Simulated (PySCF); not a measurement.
# Run report: AlNH2F, property calculation

AlNH2F, multiplicity 2, SMILES [NH2][Al][F], computed with PBE0/6-31G, UKS (PySCF 2.14.0).

The geometry comes from this level: PBE0-D4/def2-TZVP.

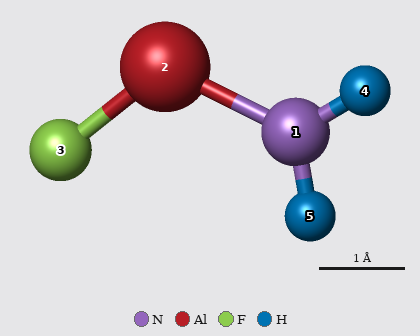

The structure (ball-and-stick view, seen at a tilt; atoms are numbered from 1 in the order of the input). Sticks mark near contacts. Bond lengths as drawn: Al–F 1.66 Å, Al–N 1.77 Å and H–N 1.01 Å.

### Input file (job.py)
```python
# [NH2][Al][F]
from pyscf import gto, dft

mol = gto.M(
    atom='''
N     -0.726978     0.942973    -0.498510
Al     1.194307    -0.534415     1.794295
F      2.321906    -3.376563     1.114938
H     -1.519907     2.661301    -0.307458
H     -1.174843     0.167430    -2.181500
''',
    max_memory=1860,
    verbose=3,
    unit='bohr',
    basis='6-31g',
    spin=1,
)

myscf = dft.UKS(mol, xc='pbe0')
myscf.grids.level = 4
myscf.conv_tol = 1e-10
myscf.kernel()
if not myscf.converged:
    myscf = myscf.newton().run(myscf.mo_coeff, myscf.mo_occ)

etot = myscf.e_tot
print('Final energy', etot)
myscf.analyze()
quad = myscf.quad_moment()
```

Launch command:
```bash
OMP_NUM_THREADS=1 python job.py
```

### What the program printed
```
WARN: HOMO -0.178262555207429 >= LUMO -0.178262555207431

converged SCF energy = -397.945630211631  <S^2> = 0.75224288  2S+1 = 2.0022416
Final energy -397.9456302116311
**** MO energy ****
                             alpha | beta                alpha | beta
MO #1   energy= -56.1932109427148  | -56.1902697252001  occ= 1 | 1
MO #2   energy= -24.7205999263482  | -24.7183783528758  occ= 1 | 1
MO #3   energy= -14.3748322598497  | -14.3728097881242  occ= 1 | 1
MO #4   energy= -4.2227663466738   | -4.21754670121756  occ= 1 | 1
MO #5   energy= -2.75238227761162  | -2.74858781153339  occ= 1 | 1
MO #6   energy= -2.75222623043865  | -2.74739135513611  occ= 1 | 1
MO #7   energy= -2.74947809864625  | -2.74400976305225  occ= 1 | 1
MO #8   energy= -1.15701466073424  | -1.15145093584366  occ= 1 | 1
MO #9   energy= -0.860312516092331 | -0.85682967431961  occ= 1 | 1
MO #10  energy= -0.502969761526415 | -0.500434274264541 occ= 1 | 1
MO #11  energy= -0.473966940785105 | -0.460832471055215 occ= 1 | 1
MO #12  energy= -0.423384421768837 | -0.410599692063426 occ= 1 | 1
MO #13  energy= -0.392683466530316 | -0.390653645766362 occ= 1 | 1
MO #14  energy= -0.389565109802742 | -0.383030288785172 occ= 1 | 1
MO #15  energy= -0.27626906566922  | -0.27552125029162  occ= 1 | 1
MO #16  energy= -0.227340170187159 | -0.0987256571380575 occ= 1 | 0
MO #17  energy= -0.0181499069167745 | 0.0115192280384966 occ= 0 | 0
MO #18  energy= 0.0437192594039171 | 0.0578595132629365 occ= 0 | 0
MO #19  energy= 0.0490728695112697 | 0.0668029796549867 occ= 0 | 0
MO #20  energy= 0.127959329673926  | 0.147847245917725  occ= 0 | 0
MO #21  energy= 0.164699659571794  | 0.176367069330179  occ= 0 | 0
MO #22  energy= 0.175712278955015  | 0.193346445676805  occ= 0 | 0
MO #23  energy= 0.186945670773485  | 0.207591150253094  occ= 0 | 0
MO #24  energy= 0.310070536095225  | 0.321456420371808  occ= 0 | 0
MO #25  energy= 0.321253508382813  | 0.350654278201123  occ= 0 | 0
MO #26  energy= 0.749823372191833  | 0.75107513628391   occ= 0 | 0
MO #27  energy= 0.831550750442156  | 0.839806208211632  occ= 0 | 0
MO #28  energy= 0.853110234150461  | 0.856946461884423  occ= 0 | 0
MO #29  energy= 0.957224877351283  | 0.961457160126749  occ= 0 | 0
MO #30  energy= 0.9632691013207    | 0.966518747515394  occ= 0 | 0
MO #31  energy= 1.17517798571656   | 1.17885145614498   occ= 0 | 0
MO #32  energy= 1.26480157666464   | 1.26712588667348   occ= 0 | 0
MO #33  energy= 1.33716560001693   | 1.34365776372761   occ= 0 | 0
MO #34  energy= 1.41177038339231   | 1.41705972648227   occ= 0 | 0
MO #35  energy= 1.7938553321379    | 1.80215939800074   occ= 0 | 0

To work with the spin densities directly, `use mulliken_meta_spin()` only printing them here.

 ** Mulliken spin pop alpha/beta on meta-lowdin orthogonal AOs **
 ** Mulliken Spin Density (per atom)  **
spin density of  0 N =      0.04524
spin density of  1 Al =      0.88304
spin density of  2 F =      0.05355
spin density of  3 H =     -0.00032
spin density of  4 H =      0.01849
 ** Mulliken pop alpha/beta on meta-lowdin orthogonal AOs **
 ** Mulliken atomic charges   ( Nelec_alpha | Nelec_beta ) **
charge of  0N =     -0.70539  (     3.87532      3.83008 )
charge of  1Al =      0.71919  (     6.58192      5.69888 )
charge of  2F =     -0.48234  (     4.76795      4.71439 )
charge of  3H =      0.23598  (     0.38185      0.38217 )
charge of  4H =      0.23256  (     0.39297      0.37448 )
Dipole moment(X, Y, Z, Debye): -1.28904,  2.36520, -0.12932
Traceless quadrupole moment (Debye*A):
```

### Results in brief

- outcome: converged
- total energy: −397.945630 hartree
- basis functions: 35
- ⟨S²⟩: 0.752
- dipole moment: 2.70 D
- hardware: 1 thread of Arm Neoverse V1, 24 GiB of memory available, shared host
- wall time: 6.3 s
- peak memory: 0.24 GiB
